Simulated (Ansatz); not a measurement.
# KBe2Te2, from a guessed structure to a relaxed one, part 2 of 2

Starting from a made-up structure for KBe2Te2, the aim is the relaxed cell, its shortest contacts and, where a second run follows, its electronic structure.

Ansatz 0.2.0; DFT, r2SCAN, plane-wave PAW, files of the set soft_1, scalar-relativistic, no spin, cell and ions relaxed at zero pressure; PAW set soft_1 (the session's first sound run).

So far: The structure; Relaxation of the guess. The relaxed cell has a = 4.386, c = 13.622 Å (conventional setting).

## Step 3: Bands of the relaxed cell

A second self-consistent run takes a narrower smearing and the mesh shown in its input; the bands follow along the standard path of the relaxed lattice.

This step: DFT, r2SCAN, plane-wave PAW, files of the set soft_1, scalar-relativistic, no spin, bands and density of states at the relaxed cell; PAW set soft_1 (Ansatz 0.2.0).

Input file input.yaml:

```yaml
crystal:
  lattice:
    - [-2.1929416117, 2.1929416117, 6.8109157404]
    - [2.1929416117, -2.1929416117, 6.8109157404]
    - [2.1929416117, 2.1929416117, -6.8109157404]
  atoms:
    - { symbol: Te, position: [0.3436024336, 0.3436024336, 0.0] }
    - { symbol: Te, position: [0.6563975664, 0.6563975664, 0.0] }
    - { symbol: K, position: [0.0, 0.0, 0.0] }
    - { symbol: Be, position: [0.25, 0.75, 0.5] }
    - { symbol: Be, position: [0.75, 0.25, 0.5] }
kpoints:
  mp_grid: { grid: [10, 10, 10] }
  band_path:
    path:
      - [[0.0, 0.0, 0.0], [-0.5, 0.5, 0.0], [-0.5, 0.5, -0.05183381], [-0.2759169, 0.2759169, -0.2759169], [0.0, 0.0, 0.0], [0.5, 0.5, -0.5], [0.2759169, 0.7240831, -0.7240831], [0.0, 0.5, -0.5], [-0.25, 0.75, -0.25], [0.05183381, 0.94816619, -0.5], [0.5, 0.5, -0.5]]
      - [[-0.5, 0.5, 0.0], [-0.25, 0.75, -0.25]]
    npoints: 7
scf:
  occupations: { method: fermi_dirac, width: 0.03 }
  n_extra_bands: 9
hamiltonian:
  xc: r2scan
  pseudopotentials: { kind: paw, azcp: { folder: soft_1 } }
output:
  forces: true
  stress: true
  write_bands: true
  dos: { projected: true }
  write_density: true
  write_potential: true
  elf: true
  volumetric_format: npy
```

Command:

```sh
> ansatz run input.yaml --threads 4 --pin off --max-ram 8192MiB --backend cpu --events-out ev --progress --plain --runs-dir out
```

Numbers of over 12 decimals in the logs are rounded to 6 here.

The log of the run:

```text
[...]
Crystal: 5 atoms, lattice volume = 131.015 Å³
Basis set: ecut = 500 eV, 3305 PW (Γ), FFT grids on a1−a2, a2, a1+a3, exchange–correlation on 192×240×128 points (64 copies of the dense FFT grid, shifted against one another)
Bands: 32, of which v1, the nominal top of the filled ones, is band 23 counted from 1 (22 counted from 0)
Symmetry: 16 space group operations
[...]
k-points: 102 of 1000
[...]
SCF iter   9: F=-15720.332258 eV  HF=-15720.332258 eV  |F-HF|=4.35e-8  |Δ(HF+E_count)|=   3.52e-7  Δρ=8.00e-6  dr2=7.13e-8  dr2_τ=7.11e-9  ethr=2.22e-10  ⟨swp⟩=16.8  Hψ=27554  notcnv=0
SCF 1 converged in 9 iterations: F = -15720.332258 eV  dr2 = 7.13e-8
[...]
NSCF: frozen V_eff on 79 k-points
SCF converged after 9 iterations
Free energy (F): -15720.332258 eV
[...]
Internal energy: -15720.329494 eV  (E = F + TS)
E sigma→0 (E₀):  -15720.330876 eV
Entropy (-TS):   -0.002763 eV (-0.553 meV/atom)
Fermi energy:    8.292366 eV
[...]
--- Forces (eV/Å), atoms counted from 1 ---
  atom   1  Te     0.00000000     0.00000000     0.00112972
  atom   2  Te     0.00000000    -0.00000000    -0.00112972
  atom   3  K     -0.00000000     0.00000000    -0.00000000
  atom   4  Be     0.00000000     0.00000000     0.00000000
  atom   5  Be     0.00000000    -0.00000000     0.00000000
  max |Σ_I F_I| component: 3.47e-18 eV/Å
--- Stress (GPa, compression-positive) ---
       -0.004276       0.000000       0.000000
        0.000000      -0.004276       0.000000
       -0.000000       0.000000      -0.016018
  P = ⅓ Tr σ = -0.0082 GPa (-0.082 kbar)
--- Band table (eV; the first three rows and the last of 102) ---
  k-point 0: bands = [... 19 lower, 5.0452, 5.0452, 5.1123, 6.9179, 8.5710, 8.6004, 8.7526, 11.8448, ... 5 higher]
  k-point 1: bands = [... 19 lower, 4.5379, 4.7336, 5.3889, 7.4469, 8.6966, 9.0512, 9.3437, 11.0706, ... 5 higher]
  k-point 2: bands = [... 19 lower, 3.7165, 4.1273, 5.6047, 8.7333, 9.2471, 9.3691, 10.0438, 10.9199, ... 5 higher]
  k-point 101: bands = [... 19 lower, 3.8664, 5.1167, 5.1167, 6.7956, 7.6962, 9.1214, 10.2649, 11.2346, ... 5 higher]
```

It took 19 s on 4 threads of Arm Neoverse V2, shared host; peak memory 1.1 GiB.

In the SCF lines HF is the Harris–Foulkes energy and dr2 the Hartree energy of the density residual, in eV; the loop may stop once dr2 is under the threshold and the program's other checks hold. Hψ counts applications of the Hamiltonian.

Numbers from this step:

```yaml
free_energy: -15720.3323 eV
energy_at_zero_smearing: -15720.3309 eV
smearing_term_ts: 0.002763 eV
fermi_energy: 8.292 eV
pressure: -0.008190 GPa
```

From bands.tsv, the bands that come nearest the Fermi level along the path, at its corners, in eV from the Fermi level:

```tsv
point	band 19	band 20	band 21	band 22	band 23	band 24	band 25	band 26
Γ	-5.66	-3.25	-3.25	-3.18	-1.37	0.28	0.31	0.46
X	-5.42	-5.20	-5.15	-4.62	0.63	1.28	2.08	2.15
Y	-5.67	-5.11	-4.92	-4.61	0.72	1.29	1.78	2.56
S	-4.63	-4.18	-4.11	-3.59	-0.42	0.06	1.11	2.11
Γ	-5.66	-3.25	-3.25	-3.18	-1.37	0.28	0.31	0.46
Z	-5.37	-4.43	-3.18	-3.18	-1.50	-0.60	0.83	1.97
S1	-4.63	-4.18	-4.11	-3.59	-0.42	0.06	1.11	2.11
N	-4.42	-4.33	-4.20	-3.60	-0.28	-0.07	1.58	1.96
P	-5.41	-5.17	-5.17	-4.65	1.11	1.32	1.61	1.61
Y1	-5.67	-5.11	-4.92	-4.61	0.72	1.29	1.78	2.56
Z	-5.37	-4.43	-3.18	-3.18	-1.50	-0.60	0.83	1.97
X	-5.42	-5.20	-5.15	-4.62	0.63	1.28	2.08	2.15
P	-5.41	-5.17	-5.17	-4.65	1.11	1.32	1.61	1.61
```

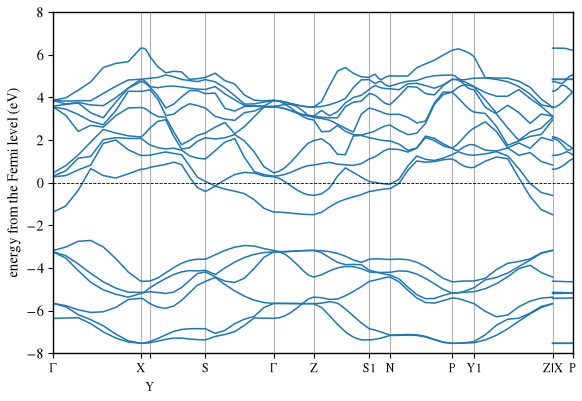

Bands along the path. 16 bands lie wholly below the window drawn.

Counts of states for the cell as run, both spins, by energy window (eV from the Fermi level):

```
from  to  total
  -8  -7   1.75
  -7  -6   2.18
  -6  -5   2.39
  -5  -4   3.00
  -4  -3   2.49
  -3  -2   0.19
  -2  -1   0.10
  -1   0   0.81
   0   1   2.54
   1   2   3.73
   2   3   3.39
```

Below -8 eV lie 32.0 more states.

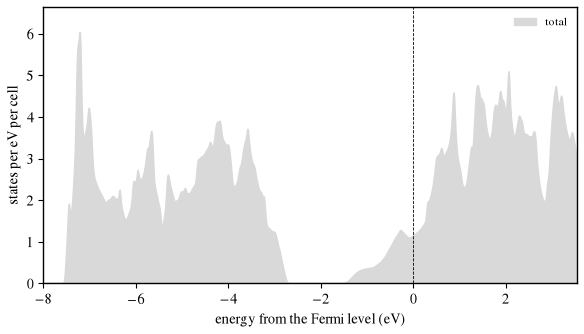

Total density of states, smoothed over about 0.04 eV.

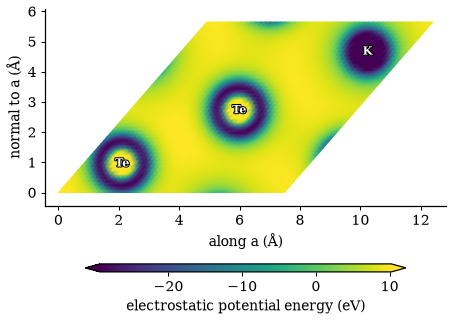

Electrostatic potential energy in the ab plane of the cell as run, not the conventional one, at fractional z = 0.000, with atoms of Te and K within 0.2 Å of it. With pseudopotentials it is smooth inside the atoms' cores, unlike the true potential. The map starts off the cell's origin, so that atoms lie inside it.

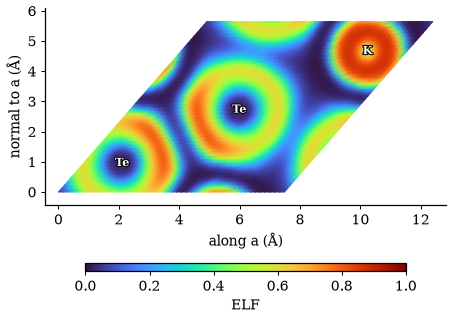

ELF in the ab plane of the cell as run, not the conventional one, at fractional z = 0.000, with atoms of Te and K within 0.2 Å of it. It is the smooth field of the valence electrons, not physical close to the nuclei. The map starts off the cell's origin, so that atoms lie inside it.

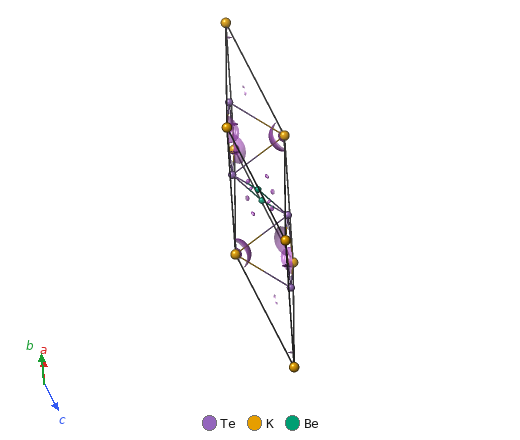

Surface of ELF = 0.8. Drawn on the cell as run, not the conventional one. Bonds to atoms that aren't drawn are left out.

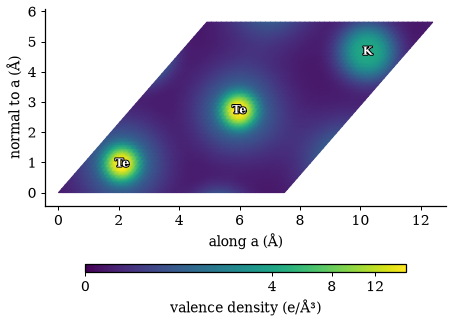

Valence density in the ab plane of the cell as run, not the conventional one, at fractional z = 0.000, with atoms of Te and K within 0.2 Å of it. It is the smooth field of the valence electrons, not physical close to the nuclei. The map starts off the cell's origin, so that atoms lie inside it. The colour scale is stretched toward low values.

## Step 4: Outcome

```json
{
 "space group, relaxed": "I4/mmm",
 "conventional cell": "a = 4.386, b = 4.386, c = 13.622 Å; α = 90.0°, β = 90.0°, γ = 90.0°",
 "volume per atom": "26.20 Å³ (guess 23.32)"
}
```

In words: KBe2Te2 relaxes to I4/mmm with a = 4.386, b = 4.386 and c = 13.622 Å. The guessed volume was 11 % too small. The space group I4/mmm was held in the relaxation, so the end point is a stationary structure within it and may be a saddle against distortions or other arrangements. Bands cross the Fermi level, so it is a metal or semimetal at this level. The electron count is odd, which forces that without spin polarisation or a larger cell. On the 10×10×10 mesh with the narrower smearing (relaxed on 10×10×10) the largest force component is 0.001 eV/Å and the largest stress component is 0.016 GPa, within the relaxation's thresholds of 0.015 eV/Å and 0.05 GPa. The cutoff wasn't tested. A vector of the cell changed its length by 11 %, more than the volume shows. Spin-orbit coupling is left out, which can matter for elements this heavy. No dispersion term is used, so weakly bound directions may come out too long. Nothing here tests whether the compound is stable against decomposition.

[Logs are printed without paths, hosts, clocks, repeated set-up lines and the standing remarks that a program may print on its own settings, such as how far it seeks lower states.]

[Hosts, paths, dates, database ids (printed as entryN), source tags and the programs' standing remarks are cut or masked in the printed files.]
